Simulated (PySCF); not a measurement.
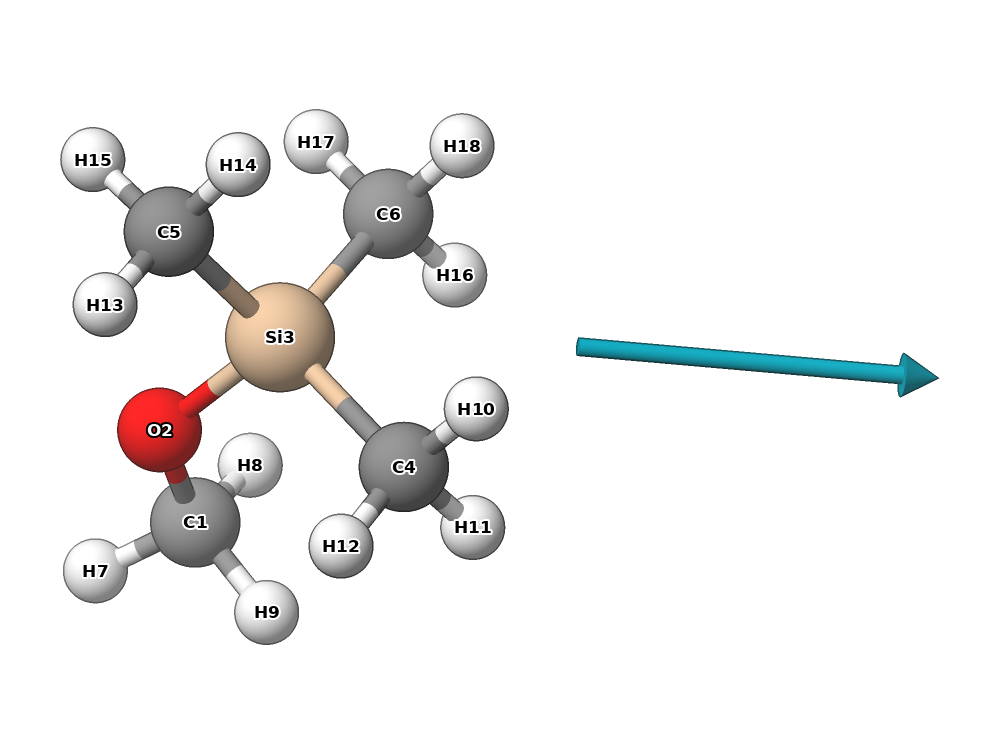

The arrow beside the molecule shows the direction of the dipole moment, from the negative to the positive end (its length means nothing). The computed structure is the end point of a PBE0-D3(BJ)/def2-SVP optimisation. No frequency run is at hand to confirm it as a minimum. Properties computed with PBE0/pcSseg-1 in dichloromethane (IEF-PCM) (PySCF 2.14.0).

How large is the dipole moment?

Answer. 1.53 D; it points from the side of H13, H15 to the side of H11, H16 (the outermost atoms at the two ends).
